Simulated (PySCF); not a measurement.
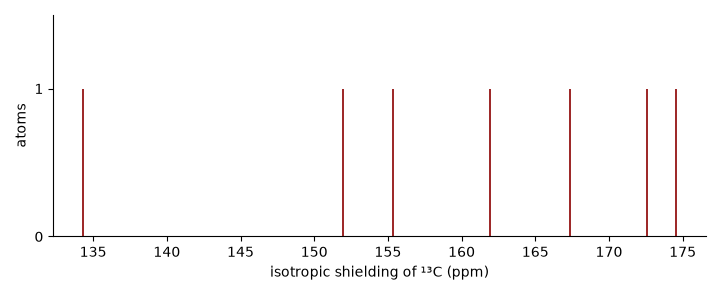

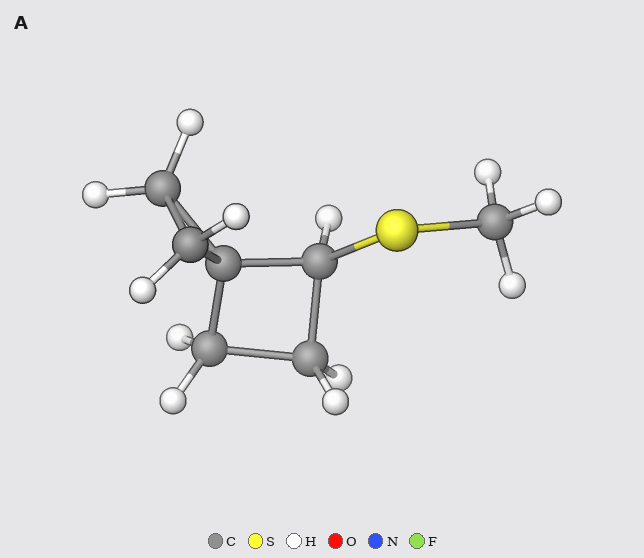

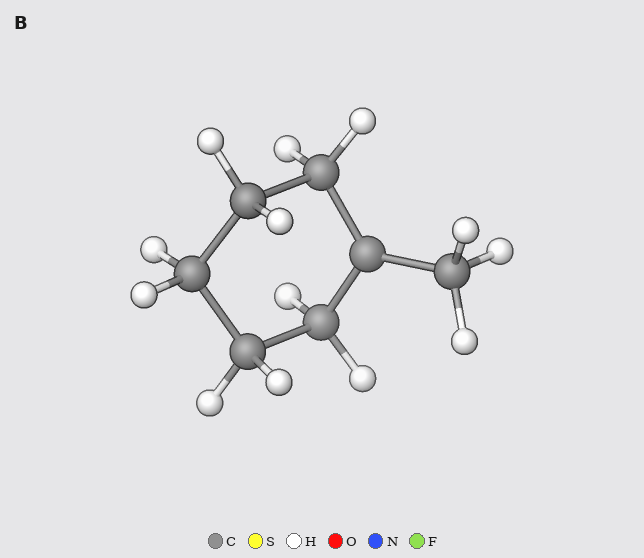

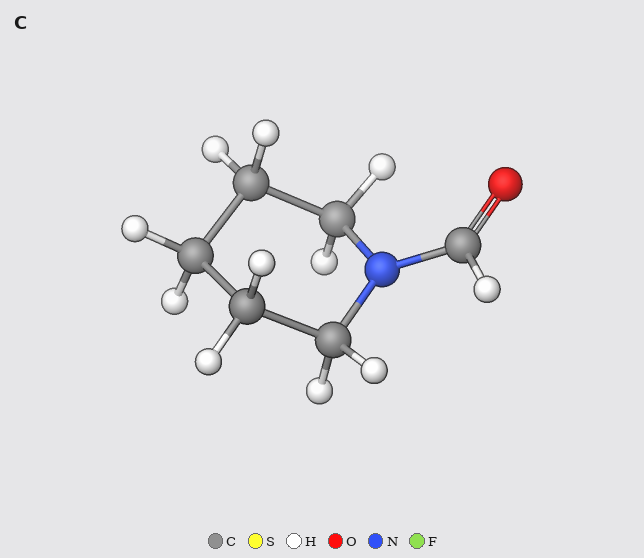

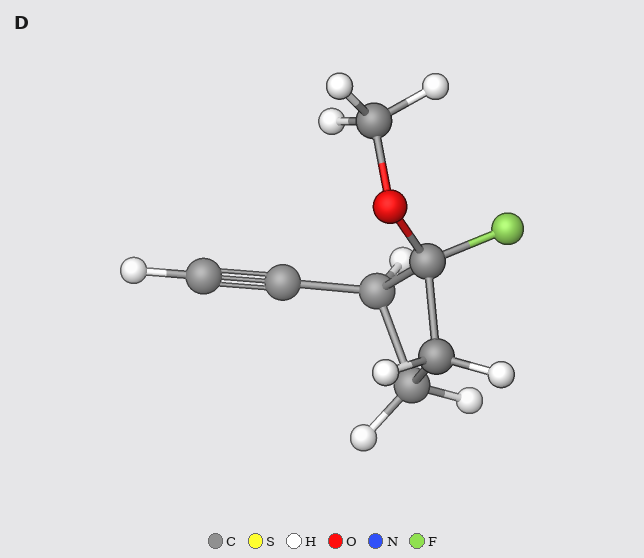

The sticks are computed shieldings of one of the molecules, for one fixed geometry (PBE0-D3(BJ)/def2-SVP) without averaging over rotations. Low shielding means a high chemical shift. Method: GIAO PBE0/pcSseg-1 NMR shielding, non-relativistic, IEF-PCM dimethylsulfoxide (PySCF 2.14.0).

Question: Which molecule gives this pattern?

Answer: A, `CS[C@H]1CCC12CC2`. Its 7 C atoms give lines at 134.3, 151.9, 155.4, 161.9, 167.3, 172.6, 174.5 ppm.
